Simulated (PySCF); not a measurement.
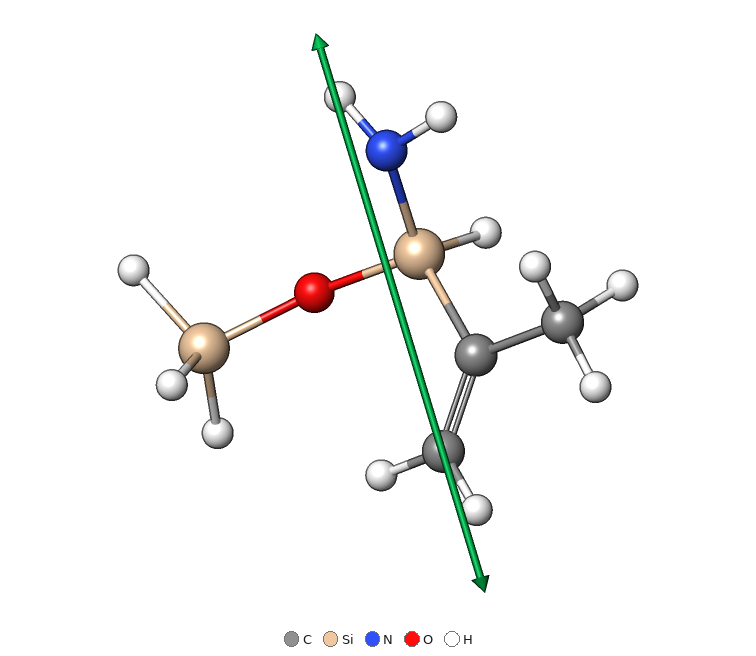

The double arrow shows the direction of the transition dipole to excited singlet state 3 (its length means nothing). Computed geometry: GFN2-xTB optimisation. No frequency run is at hand to confirm it as a minimum. Level of theory: TDDFT B3LYP/def2-SVPD, vertical, gas phase, core orbitals frozen in the response (PySCF 2.14.0).

### Give its energy, strength and character.

6.56 eV (189 nm), oscillator strength 0.033, mainly HOMO−1 → LUMO+1 (weight 0.61); transition dipole 1.16 D.

The geometry is semi-empirical. Around Si such bond lengths and angles can be off by a tenth of an ångström or more and by several degrees, and values that hang on the shape move with them.
